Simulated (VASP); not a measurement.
Energy against volume of Au (fcc). All values below come from TPSS meta-GGA, VASP's PBE PAW potentials (set 64) (plane waves; VASP).

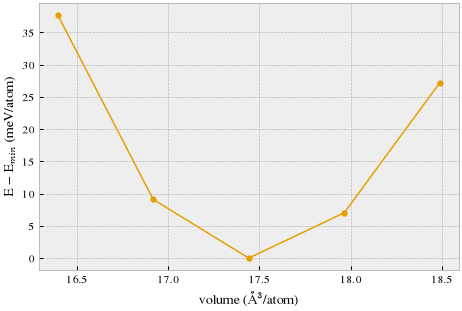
Figure. Energy against volume

Question: Estimate the equilibrium volume and the bulk modulus.

Answer: The minimum lies near 17.5 Å³/atom, and the curvature gives B0 of about 160 GPa.

Measured: bulk modulus 182 GPa at 0 K (computed value off by -10.7 %), as given by Daniel Mejia-Rodriguez et al., Physical Review B (2018), arXiv:1807.09216 [0 K value with the zero-point phonon effect removed]; a 4.062 Å at 0 K (computed value off by +1.4 %), as given by Daniel Mejia-Rodriguez et al., Physical Review B (2018), arXiv:1807.09216 [static lattice: zero-point anharmonic expansion removed].

The compound is Au in the fcc structure. It was relaxed first.
